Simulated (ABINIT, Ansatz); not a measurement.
# MgH2 (P4_2/mnm): one start, several treatments of the self-energy

Wanted: the gap of MgH2 (P4_2/mnm) under several approximations, with cost.

Main program and level: ABINIT 10.8.3; PBE and many-body steps on it, plane waves.

**What was measured.**

- Gap 5.6 ± 0.1 eV: optical band gap from transmission onset (total and diffuse); optical transmission and ellipsometry; 300 K; film (polycrystalline Pd-capped film on quartz, hydrogenated at 100 bar and 100 C, measured in 1 bar H2) (“Optical properties of MgH2 measured in situ in a novel gas cell for ellipsometry/spectrophotometry”, 2003, arxiv:cond-mat/0305418).

### 1. The structure

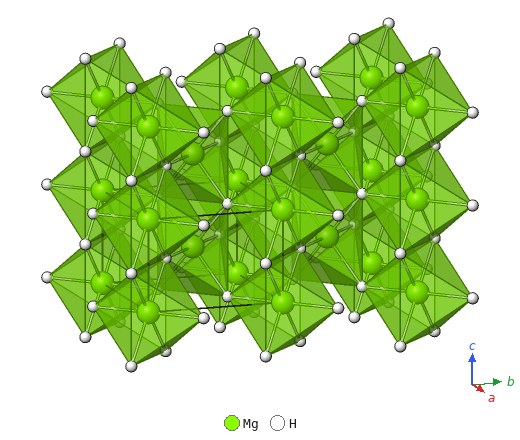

Start, viewed slightly off an axis; magnesium green, hydrogen white. 1×2×2 cells are drawn. Some periodic images of atoms are drawn too.

The cell and positions come from the Crystallography Open Database and are kept as given unless a step says otherwise.

### 2. Empty states on the mesh, 4×4×4 mesh, 415 bands

This step: ABINIT 10.8.3; DFT, PBE, plane waves, norm-conserving pseudopotentials.

The sums over transitions need many empty states on a uniform mesh; this step solves for them.

Contents of run.abi:

```
acell 3*1.0 Angstrom
rprim 
  4.516800000000 0.000000000000 0.000000000000
  0.000000000000 4.516800000000 0.000000000000
  0.000000000000 0.000000000000 3.020500000000
ntypat 2
znucl 12 1
natom 6
typat 1 1 2 2 2 2
xred 
  0.000000000000 0.000000000000 0.000000000000
  0.500000000000 0.500000000000 0.500000000000
  0.306000000000 0.306000000000 0.000000000000
  0.194000000000 0.806000000000 0.500000000000
  0.694000000000 0.694000000000 0.000000000000
  0.806000000000 0.194000000000 0.500000000000
pp_dirpath "pseudos"
pseudos "Mg.upf, H.upf"
ecut 38
ngkpt 4 4 4
nshiftk 1
shiftk 0 0 0
kptopt 1
chksymbreak 0
irdden 1
istwfk *1
nband 415
prtvol 0
optdriver 6
gwr_task "HDIAGO"
paral_kgb 0
occopt 1
indata_prefix "in"
outdata_prefix "out"
tmpdata_prefix "tmp"
```

Started as:

```bash
$ OMP_NUM_THREADS=1 mpirun -n 4 abinit run.abi > log
```

Output:

```text
.Version 10.8.3 of ABINIT. v10.8.2 released Aug 2026.

 Symmetries : space group P4_2/m n m (#136); Bravais tP (primitive tetrag.)
[... echo of the input left out ...]
== DATASET  1 ==================================================================
-   mpi_nproc: 4, omp_nthreads: 1 (-1 if OMP is not activated)

--- !DatasetInfo
iteration_state: {dtset: 1, }
dimensions: {natom: 6, nkpt: 18, mband: 415, nsppol: 1, nspinor: 1, nspden: 1, mpw: 4696, }
cutoff_energies: {ecut:  38.0, pawecutdg:  -1.0, }
[...]
Indirect band gap semiconductor
 Fundamental gap:     3.895 (eV)
   VBM:     0.402 (eV) at k: [ 2.5000E-01,  0.0000E+00,  0.0000E+00]
   CBM:     4.297 (eV) at k: [ 5.0000E-01,  5.0000E-01,  5.0000E-01]
 Direct gap:         4.666 (eV) at k: [ 2.5000E-01,  2.5000E-01,  5.0000E-01]

== END DATASET(S) ==============================================================
================================================================================

 -outvars: echo values of variables after computation  --------
           etotal      0.0000000000E+00
            nband         415
             nkpt          18
          spgroup         136
 [... the other variables as echoed above ...]

 Calculation completed.
```

Run time: 6 min. Hardware: 4 MPI ranks of Arm Neoverse V1, shared host; peak memory 4.9 GiB.

This step gave:

```
gap                                                           : 3.895 eV
k of the valence top                                          : 0.25, 0, 0
k of the conduction bottom                                    : 0.5, 0.5, 0.5
least direct gap                                              : 4.666 eV
k points computed                                             : 18
lowest point of the top converged band, above the valence top : 191.7578 eV
```

On this mesh the gap is 3.895 eV.

The density comes from a self-consistent run that is not shown.

### 3. Screening, 4×4×4 mesh, 173 bands, screening to 176.9 eV

The RPA dielectric matrix is built and inverted for each q.

This step: RPA screening on PBE, plane waves, norm-conserving pseudopotentials.

Changes to run.abi since step 2:

```diff
@@ -24,10 +24,11 @@
 chksymbreak 0
-irdden 1
 istwfk *1
-nband 415
-prtvol 0
-optdriver 6
-gwr_task "HDIAGO"
-paral_kgb 0
 occopt 1
+irdwfk 1
+optdriver 3
+nband 173
+ecuteps 6.5
+inclvkb 2
+awtr 1
+symchi 1
 indata_prefix "in"
```

Output:

```text
.Version 10.8.3 of ABINIT. v10.8.2 released Aug 2026.

 Symmetries : space group P4_2/m n m (#136); Bravais tP (primitive tetrag.)
[... echo of the input left out ...]
== DATASET  1 ==================================================================
-   mpi_nproc: 4, omp_nthreads: 1 (-1 if OMP is not activated)

--- !DatasetInfo
iteration_state: {dtset: 1, }
dimensions: {natom: 6, nkpt: 18, mband: 173, nsppol: 1, nspinor: 1, nspden: 1, mpw: 4696, }
cutoff_energies: {ecut:  38.0, pawecutdg:  -1.0, }
electrons: {nelect:   2.40000000E+01, charge:   0.00000000E+00, occopt:   1.00000000E+00, tsmear:   1.00000000E-02, }

 SCREENING: Calculation of the susceptibility and dielectric matrices

 Based on a program developped by R.W. Godby, V. Olevano, G. Onida, and L. Reining.
 Incorporated in ABINIT by V. Olevano, G.-M. Rignanese, and M. Torrent.
.Using double precision arithmetic ; gwpc =  8

[... cell and pseudopotentials left out ...]
--------------------------------------------------------------------------------

 ==== K-mesh for the wavefunctions ====
 Number of points in the irreducible wedge :    18
[... list of points left out ...]
 Together with 16 symmetry operations and time-reversal symmetry
 yields    64 points in the full Brillouin Zone.

 ==== Q-mesh for the screening function ====
 Number of points in the irreducible wedge :    18
[... list of points left out ...]
 Together with 16 symmetry operations and time-reversal symmetry
 yields    64 points in the full Brillouin Zone.

 setmesh: FFT mesh size selected  =    36x   36x   24
          total number of points  =        31104

 vcoul_init : cutoff-mode = AUXILIARY_FUNCTION
 q-points for optical limit:   1
     1)      0.000010    0.000020    0.000030

- screening: taking advantage of time-reversal symmetry
- Maximum band index for partially occupied states nbvw = 12
- Remaining bands to be divided among processors   nbcw = 161
- Number of bands treated by each node ~40

 Number of electrons calculated from density =   24.0000; Expected =   24.0000
 average of density, n =  0.057713
 r_s =    1.6053
 omega_plasma =   23.1736 [eV]

 calculating chi0 at frequencies [eV] :
  1    0.000000E+00    0.000000E+00
  2    0.000000E+00    2.317355E+01

--------------------------------------------------------------------------------
  q-point number  1        q = ( 0.000000, 0.000000, 0.000000) [r.l.u.]
--------------------------------------------------------------------------------
[... chi0 elements left out ...]
 For q-point:  0.000010 0.000020 0.000030
  dielectric constant =   3.6619
  dielectric constant without local fields =   4.0598

  Average fulfillment of the sum rule on Im[epsilon] for q-point    1 :     66.91  [%]
[... wings left out ...]
  q-point number  2        q = ( 0.250000, 0.000000, 0.000000) [r.l.u.]
--------------------------------------------------------------------------------
[... chi0 elements left out ...]
  Average fulfillment of the sum rule on Im[epsilon] for q-point    2 :     73.54  [%]

 [... 16 further q-points ...]
```

Run time: 3.9 min. Hardware: 4 MPI ranks; peak memory 2.4 GiB.

This step gave:

```
ε∞ with local fields, on this mesh, along the program's q direction : 3.662
the same without local fields                                       : 4.060
plasma frequency                                                    : 23.17 eV
plane waves in the screening matrix                                 : 315
```

Local fields lower ε∞ by 10 %. On a Γ-centred mesh this coarse the value itself is usually too large, while a short band sum pulls it down.

### 4. G0W0, Godby-Needs plasmon pole

The self-energy is evaluated for the states that the input lists, and the levels follow from it, in one-shot runs by the linearised quasiparticle equation.

This step: G0W0 on PBE, plane waves, norm-conserving pseudopotentials.

Changes to run.abi since step 3:

```diff
@@ -27,8 +27,21 @@
 irdwfk 1
-optdriver 3
+optdriver 4
 nband 173
+gwcalctyp 0
+ecutsigx 38
+symsigma 1
+nkptgw 4
+kptgw 
+  0.2500000000 0.0000000000 0.0000000000
+  0.5000000000 0.5000000000 0.5000000000
+  0.2500000000 0.2500000000 0.5000000000
+  0.0000000000 0.0000000000 0.0000000000
+bdgw 
+  11 14
+  11 14
+  11 14
+  10 14
 ecuteps 6.5
-inclvkb 2
-awtr 1
-symchi 1
+irdscr 1
+ppmodel 1
 indata_prefix "in"
```

Output:

```text
.Version 10.8.3 of ABINIT. v10.8.2 released Aug 2026.

 Symmetries : space group P4_2/m n m (#136); Bravais tP (primitive tetrag.)
[... echo of the input left out ...]
== DATASET  1 ==================================================================
-   mpi_nproc: 4, omp_nthreads: 1 (-1 if OMP is not activated)

--- !DatasetInfo
iteration_state: {dtset: 1, }
dimensions: {natom: 6, nkpt: 18, mband: 173, nsppol: 1, nspinor: 1, nspden: 1, mpw: 4696, }
cutoff_energies: {ecut:  38.0, pawecutdg:  -1.0, }
electrons: {nelect:   2.40000000E+01, charge:   0.00000000E+00, occopt:   1.00000000E+00, tsmear:   1.00000000E-02, }

 SIGMA: Calculation of the GW corrections

 Based on a program developped by R.W. Godby, V. Olevano, G. Onida, and L. Reining.
 Incorporated in ABINIT by V. Olevano, G.-M. Rignanese, and M. Torrent.
.Using double precision arithmetic ; gwpc =  8

[... cell and pseudopotentials left out ...]
--------------------------------------------------------------------------------

 ==== K-mesh for the wavefunctions ====
 Number of points in the irreducible wedge :    18
[... list of points left out ...]
 Together with 16 symmetry operations and time-reversal symmetry
 yields    64 points in the full Brillouin Zone.

 ==== Q-mesh for screening function ====
 Number of points in the irreducible wedge :    18
[... list of points left out ...]
 Together with 16 symmetry operations and time-reversal symmetry
 yields    64 points in the full Brillouin Zone.

 vcoul_init : cutoff-mode = AUXILIARY_FUNCTION
 q-points for optical limit:   1
     1)      0.000010    0.000020    0.000030
 setmesh: FFT mesh size selected  =    48x   48x   32
          total number of points  =        73728

 Number of electrons calculated from density =   24.0000; Expected =   24.0000
 average of density, n =  0.057713
 r_s =    1.6053
 omega_plasma =   23.1736 [eV]

 === KS Band Gaps ===
  >>>> For spin  1
   Minimum direct gap =   4.6658 [eV], located at k-point      :   0.2500  0.2500  0.5000
   Fundamental gap    =   3.8953 [eV], Top of valence bands at :   0.2500  0.0000  0.0000
                                       Bottom of conduction at :   0.5000  0.5000  0.5000
 SIGMA fundamental parameters:
 PLASMON POLE MODEL  1
 number of plane-waves for SigmaX                 4651
 number of plane-waves for SigmaC and W            315
 number of plane-waves for wavefunctions          4651
 number of bands                                   173
 number of independent spin polarizations            1
 number of spinorial components                      1
 number of k-points in IBZ                          18
 number of q-points in IBZ                          18
 number of symmetry operations                      16
 number of k-points in BZ                           64
 number of q-points in BZ                           64
 number of frequencies for dSigma/dE                 9
 frequency step for dSigma/dE [eV]                0.25
 number of omega for Sigma on real axis              0
 max omega for Sigma on real axis  [eV]           0.00
 zcut for avoiding poles [eV]                     0.10

 EPSILON^-1 parameters (SCR file):
 dimension of the eps^-1 matrix on file            315
 dimension of the eps^-1 matrix used               315
 number of plane-waves for wavefunctions          4651
 number of bands                                   173
 number of q-points in IBZ                          18
 number of frequencies                               2
 number of real frequencies                          1
 number of imag frequencies                          1

 matrix elements of self-energy operator (all in [eV])

 Perturbative Calculation

--- !SelfEnergy_ee
iteration_state: {dtset: 1, }
kpoint     : [   0.250,    0.000,    0.000, ]
spin       : 1
KS_gap     :    4.798
QP_gap     :    6.766
Delta_QP_KS:    1.968
data: !SigmaeeData |
     Band     E0 <VxcDFT>   SigX SigC(E0)      Z dSigC/dE  Sig(E)    E-E0       E
       11  -0.710 -11.185 -15.060   1.995   0.774  -0.291 -12.641  -1.456  -2.166
       12   0.402 -11.630 -15.054   1.670   0.781  -0.280 -13.000  -1.370  -0.968
       13   5.200  -8.565  -4.388  -3.449   0.822  -0.216  -7.966   0.599   5.798
       14   6.926  -8.266  -3.848  -3.704   0.816  -0.226  -7.684   0.582   7.508

--- !SelfEnergy_ee
iteration_state: {dtset: 1, }
kpoint     : [   0.500,    0.500,    0.500, ]
spin       : 1
KS_gap     :    4.769
QP_gap     :    6.907
Delta_QP_KS:    2.138
data: !SigmaeeData |
     Band     E0 <VxcDFT>   SigX SigC(E0)      Z dSigC/dE  Sig(E)    E-E0       E
       11  -0.472 -11.049 -14.865   1.927   0.776  -0.288 -12.516  -1.467  -1.939
       12  -0.472 -11.049 -14.865   1.927   0.776  -0.288 -12.516  -1.467  -1.939
[...]
--- !SelfEnergy_ee
iteration_state: {dtset: 1, }
kpoint     : [   0.250,    0.250,    0.500, ]
spin       : 1
KS_gap     :    4.666
QP_gap     :    6.748
Delta_QP_KS:    2.083
data: !SigmaeeData |
     Band     E0 <VxcDFT>   SigX SigC(E0)      Z dSigC/dE  Sig(E)    E-E0       E
[...]
--- !SelfEnergy_ee
iteration_state: {dtset: 1, }
kpoint     : [   0.000,    0.000,    0.000, ]
spin       : 1
KS_gap     :    5.246
QP_gap     :    6.963
Delta_QP_KS:    1.717
data: !SigmaeeData |
     Band     E0 <VxcDFT>   SigX SigC(E0)      Z dSigC/dE  Sig(E)    E-E0       E
[...]
12  -0.039 -11.484 -14.821   1.648   0.779  -0.283 -12.800  -1.316  -1.355
       13   5.207  -6.816  -2.910  -3.423   0.829  -0.206  -6.416   0.400   5.608
       14   5.547  -9.978  -5.729  -3.434   0.814  -0.229  -9.315   0.662   6.210

== END DATASET(S) ==============================================================
================================================================================

 -outvars: echo values of variables after computation  --------
           etotal      0.0000000000E+00
            nband         173
             nkpt          18
          spgroup         136
 [... the other variables as echoed above ...]

 Calculation completed.
```

The job ended after 93 s (4 MPI ranks; peak memory 2.5 GiB; 6.2 min of CPU time).

Numbers from this step:

```
G0W0 gap on the mesh                         : 5.936 eV
starting gap on the mesh                     : 3.895 eV
k of the valence top                         : 0.25, 0, 0
k of the conduction bottom                   : 0.5, 0.5, 0.5
Z at the valence top                         : 0.781
Z at the conduction bottom                   : 0.821
least direct G0W0 gap on the computed points : 6.748 eV
```

The gap on the mesh goes from 3.90 eV to 5.94 eV, a correction of +2.04 eV.

### 5. G0W0, Engel-Farid plasmon pole

Changes to run.abi since step 4:

```diff
@@ -45,3 +45,3 @@
 irdscr 1
-ppmodel 1
+ppmodel 4
 indata_prefix "in"
```

Output:

```text
.Version 10.8.3 of ABINIT. v10.8.2 released Aug 2026.

 Symmetries : space group P4_2/m n m (#136); Bravais tP (primitive tetrag.)
[... echo of the input left out ...]
== DATASET  1 ==================================================================
-   mpi_nproc: 4, omp_nthreads: 1 (-1 if OMP is not activated)

--- !DatasetInfo
iteration_state: {dtset: 1, }
dimensions: {natom: 6, nkpt: 18, mband: 173, nsppol: 1, nspinor: 1, nspden: 1, mpw: 4696, }
cutoff_energies: {ecut:  38.0, pawecutdg:  -1.0, }
electrons: {nelect:   2.40000000E+01, charge:   0.00000000E+00, occopt:   1.00000000E+00, tsmear:   1.00000000E-02, }

 SIGMA: Calculation of the GW corrections

 Based on a program developped by R.W. Godby, V. Olevano, G. Onida, and L. Reining.
 Incorporated in ABINIT by V. Olevano, G.-M. Rignanese, and M. Torrent.
.Using double precision arithmetic ; gwpc =  8

[... cell and pseudopotentials left out ...]
--------------------------------------------------------------------------------

 ==== K-mesh for the wavefunctions ====
 Number of points in the irreducible wedge :    18
[... list of points left out ...]
 Together with 16 symmetry operations and time-reversal symmetry
 yields    64 points in the full Brillouin Zone.

 ==== Q-mesh for screening function ====
 Number of points in the irreducible wedge :    18
[... list of points left out ...]
 Together with 16 symmetry operations and time-reversal symmetry
 yields    64 points in the full Brillouin Zone.

 vcoul_init : cutoff-mode = AUXILIARY_FUNCTION
 q-points for optical limit:   1
     1)      0.000010    0.000020    0.000030
 setmesh: FFT mesh size selected  =    48x   48x   32
          total number of points  =        73728

 Number of electrons calculated from density =   24.0000; Expected =   24.0000
[...]
matrix elements of self-energy operator (all in [eV])

 Perturbative Calculation

--- !SelfEnergy_ee
iteration_state: {dtset: 1, }
kpoint     : [   0.250,    0.000,    0.000, ]
spin       : 1
KS_gap     :    4.798
QP_gap     :    6.801
Delta_QP_KS:    2.003
data: !SigmaeeData |
     Band     E0 <VxcDFT>   SigX SigC(E0)      Z dSigC/dE  Sig(E)    E-E0       E
       11  -0.710 -11.185 -15.060   1.837   0.794  -0.259 -12.804  -1.619  -2.329
       12   0.402 -11.630 -15.054   1.525   0.799  -0.251 -13.148  -1.518  -1.116
       13   5.200  -8.565  -4.388  -3.598   0.837  -0.195  -8.080   0.485   5.684
[...]
--- !SelfEnergy_ee
iteration_state: {dtset: 1, }
kpoint     : [   0.500,    0.500,    0.500, ]
spin       : 1
KS_gap     :    4.769
QP_gap     :    6.934
Delta_QP_KS:    2.165
data: !SigmaeeData |
     Band     E0 <VxcDFT>   SigX SigC(E0)      Z dSigC/dE  Sig(E)    E-E0       E
[...]
--- !SelfEnergy_ee
iteration_state: {dtset: 1, }
kpoint     : [   0.250,    0.250,    0.500, ]
spin       : 1
KS_gap     :    4.666
QP_gap     :    6.778
Delta_QP_KS:    2.112
data: !SigmaeeData |
     Band     E0 <VxcDFT>   SigX SigC(E0)      Z dSigC/dE  Sig(E)    E-E0       E
[...]
--- !SelfEnergy_ee
iteration_state: {dtset: 1, }
kpoint     : [   0.000,    0.000,    0.000, ]
spin       : 1
KS_gap     :    5.246
QP_gap     :    7.024
Delta_QP_KS:    1.778
data: !SigmaeeData |
     Band     E0 <VxcDFT>   SigX SigC(E0)      Z dSigC/dE  Sig(E)    E-E0       E
[...]
13   5.207  -6.816  -2.910  -3.552   0.843  -0.186  -6.518   0.298   5.506
       14   5.547  -9.978  -5.729  -3.593   0.829  -0.207  -9.435   0.543   6.090

== END DATASET(S) ==============================================================
================================================================================

 -outvars: echo values of variables after computation  --------
           etotal      0.0000000000E+00
            nband         173
             nkpt          18
          spgroup         136
 [... the other variables as echoed above ...]

 Calculation completed.
```

It took 31 s on 4 MPI ranks; peak memory 2.3 GiB; 2.1 min of CPU time.

This step gave:

- G0W0 gap on the mesh: 5.954 eV
- starting gap on the mesh: 3.895 eV
- k of the valence top: 0.25, 0, 0
- k of the conduction bottom: 0.5, 0.5, 0.5
- Z at the valence top: 0.799
- Z at the conduction bottom: 0.836
- least direct G0W0 gap on the computed points: 6.778 eV

Against G0W0 in ABINIT (4×4×4 mesh, 173 bands, screening to 176.9 eV, Godby-Needs plasmon pole), the gap moves by +0.018 eV.

### 6. G0W0, von der Linden-Horsch plasmon pole

Changes to run.abi since step 5:

```diff
@@ -45,3 +45,3 @@
 irdscr 1
-ppmodel 4
+ppmodel 3
 indata_prefix "in"
```

Output:

```text
.Version 10.8.3 of ABINIT. v10.8.2 released Aug 2026.

 Symmetries : space group P4_2/m n m (#136); Bravais tP (primitive tetrag.)
[... echo of the input left out ...]
== DATASET  1 ==================================================================
-   mpi_nproc: 4, omp_nthreads: 1 (-1 if OMP is not activated)

--- !DatasetInfo
iteration_state: {dtset: 1, }
dimensions: {natom: 6, nkpt: 18, mband: 173, nsppol: 1, nspinor: 1, nspden: 1, mpw: 4696, }
cutoff_energies: {ecut:  38.0, pawecutdg:  -1.0, }
[...]
Band     E0 <VxcDFT>   SigX SigC(E0)      Z dSigC/dE  Sig(E)    E-E0       E
[...]
13   5.207  -6.816  -2.910  -3.885   0.885  -0.129  -6.798   0.019   5.226
       14   5.547  -9.978  -5.729  -3.864   0.871  -0.149  -9.643   0.334   5.882

== END DATASET(S) ==============================================================
================================================================================

 -outvars: echo values of variables after computation  --------
           etotal      0.0000000000E+00
            nband         173
             nkpt          18
          spgroup         136
 [... the other variables as echoed above ...]

 Calculation completed.
```

Wall time 31 s (4 MPI ranks); peak memory 2.3 GiB.

This step gave:

```
G0W0 gap on the mesh                         : 6.084 eV
starting gap on the mesh                     : 3.895 eV
k of the valence top                         : 0.25, 0, 0
k of the conduction bottom                   : 0.5, 0.5, 0.5
least direct G0W0 gap on the computed points : 6.912 eV
```

Against G0W0 in ABINIT (4×4×4 mesh, 173 bands, screening to 176.9 eV, Godby-Needs plasmon pole), the gap moves by +0.148 eV.

[end of part 1 of 2]

[Paths, hosts, dates, memory and timing lines, banners, echoed tables and standing remarks are left out of the program output.]

[Logs are printed without paths, hosts, clocks, repeated set-up lines and the standing remarks that a program may print on its own settings, such as how far it seeks lower states.]

[Runs of the session that timed out or met a known fault of the program may be left out.]

[Hosts, paths, dates, database ids (printed as entryN), source tags and the programs' standing remarks are cut or masked in the printed files.]

[G0W0 gaps are taken among the corrected bands and points alone; a level outside them can change the order at an edge.]

[Where Ansatz stands beside ABINIT at settings called matched, ABINIT's density can come from a denser mesh and the files from another edition; pairs whose starting gaps differed by over 0.03 eV were left out, so agreement reads better than it is.]
